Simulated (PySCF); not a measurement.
Vertical excitations of a molecule C2H8O2Si2 from TDA-PBE/def2-SVPD (PySCF), as energy in eV (oscillator strength): 5.82 (0.004), 6.18 (0.034), 6.33 (0.007), 6.40 (0.022), 6.47 (0.003), 6.68 (0.006), 6.73 (0.004), 6.86 (0.080), 6.95 (0.028), 7.00 (0.017). Lowest triplet (TDA): 5.61 eV. The structure is a stationary point at PBE-D3(BJ)/def2-SVP. Other conformers were not sampled.

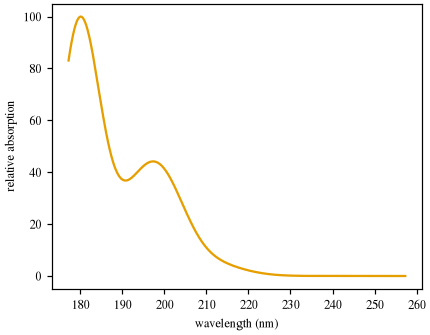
Fig. 1. The lines broadened by 0.4 eV.

Q: Which structure fits?
A) O[Si@H]1C[SiH2]CO1
B) O[C@H]1[SiH2]CO[SiH2]1
C) C1O[SiH2]CO[SiH2]1
D) CC(=O)[SiH2][SiH2]O

A: A, O[Si@H]1C[SiH2]CO1
